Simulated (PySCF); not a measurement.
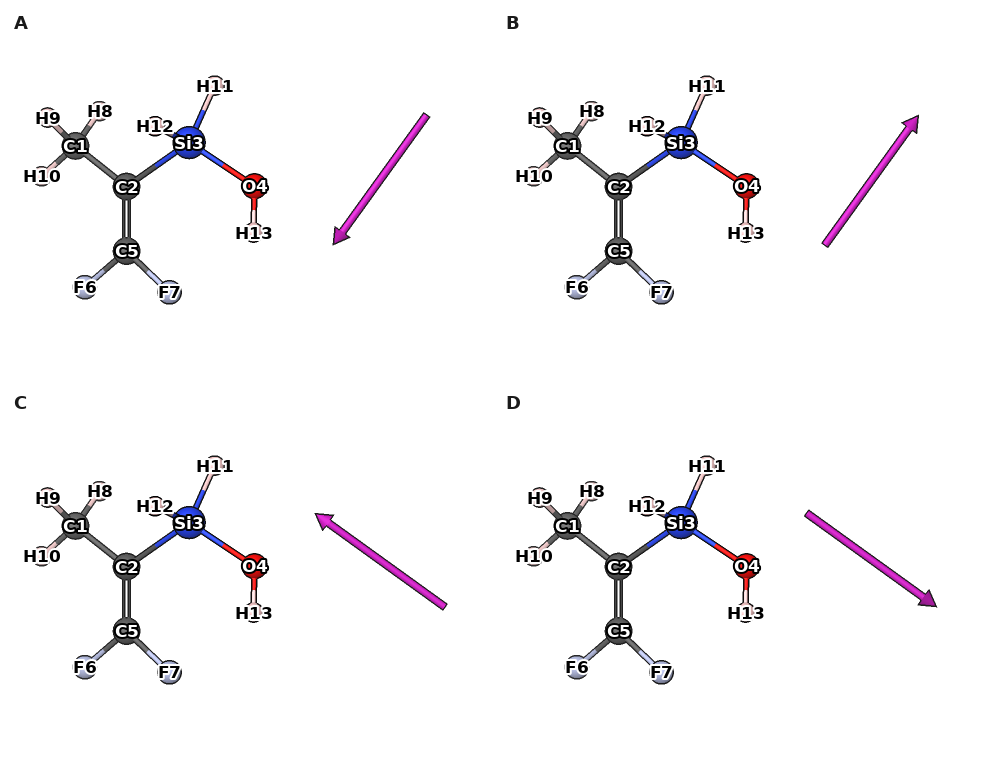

The same molecule four times, each with an arrow. The computed structure is the end point of a GFN2-xTB optimisation. No frequency run is at hand to confirm it as a minimum. Method: CAM-B3LYP/def2-SVPD, gas phase (PySCF 2.14.0).

### Which arrow points along the dipole moment, from the negative to the positive end?

C. The dipole moment is 1.29 D; it points from the side of H13 to the side of H9 (the outermost atoms at the two ends).

The geometry is semi-empirical. Around Si such bond lengths and angles can be off by a tenth of an ångström or more and by several degrees, and values that hang on the shape move with them.
